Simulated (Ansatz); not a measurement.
GaH$_{6}$OP

```xyz
9

Ga   -1.0768   -2.2391    0.6504
O     0.1321   -2.7721    1.9262
P     0.3341    0.0517    0.3749
H    -0.2235   -2.5676    2.8046
H    -0.8044   -2.8426   -0.7752
H    -2.4544   -1.6686    1.1791
H     0.2000    1.1744   -0.4808
H     1.6962   -0.2194    0.1161
H     0.5243    0.7652    1.5809
```

Geometry: B3LYP/6-31G*.

Theory: isolated molecule in a Gaussian basis; Kohn-Sham density functional theory, functional PBE0 (Ansatz).

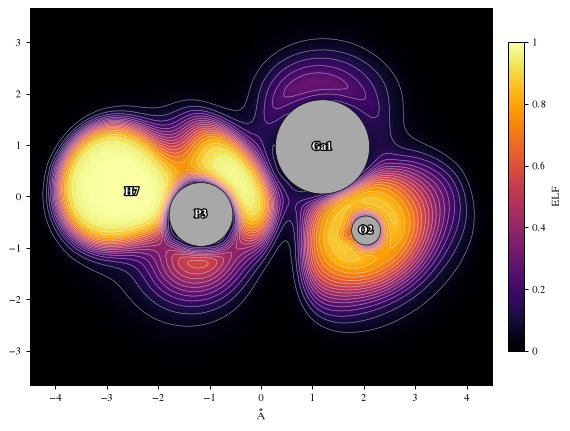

Figure 1. ELF on the plane of atoms Ga1, P3 and H7. Grey discs cover the atomic cores.

### What do the fields say about this system?

- The plane passes through Ga, O, P and H nuclei.
- Ga–O (1.84 Å): the ELF peaks at about 0.85 in the valence shell of O, 0.6 Å from its nucleus, and is about 0.25 at the midpoint.
- Ga–P (2.70 Å): the ELF peaks at about 1 in the valence shell of P, 1.0 Å from its nucleus, and is about 0.70 at the midpoint.
- P–H (1.42 Å): the ELF climbs to about 1 towards the hydrogen, as it does in any bond to H.
- The ELF also peaks beside O2, away from the bonds: lone-pair regions.

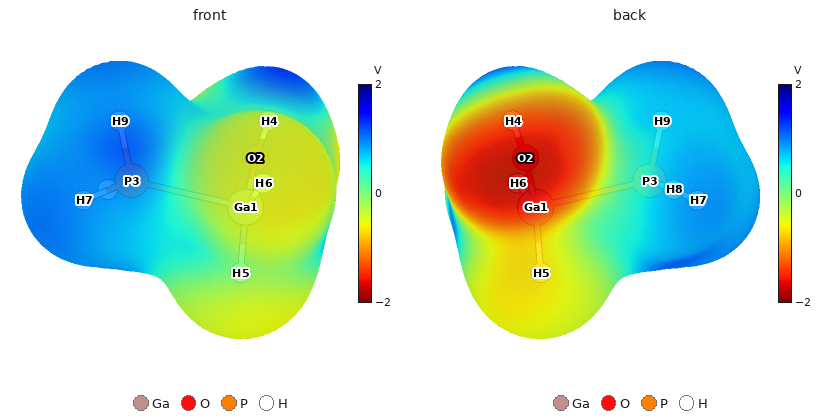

Figure 2. The electrostatic potential painted on the density surface at 0.001 e/bohr³, seen from the front and from behind; the colour scale runs from red (negative) to blue (positive).

### Which sites attract a positive test charge, and which a negative one?

A positive charge is drawn to the negative regions and a negative charge to the positive ones. The most negative region (about −1.8 V) lies over O2, the most positive (about +1.2 V) over H4. O2 is the likeliest acceptor of a hydrogen bond.

### How polar is the molecule by this calculation?

Its dipole moment is 3.55 D.

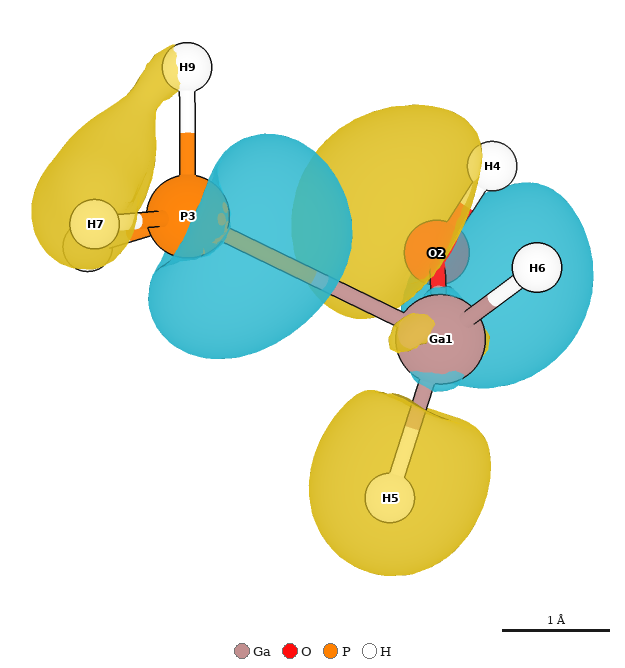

Figure 3. The HOMO at ±0.1 Å⁻³ᐟ² (yellow and cyan are the two phases), seen at an oblique angle.

### What is the character of this orbital?

Its weight (Hirshfeld) is mainly on O2 (about 60 %), P3 (about 15 %), Ga1 (about 10 %) and H5 (about 5 %). Its energy is −7.81 eV.
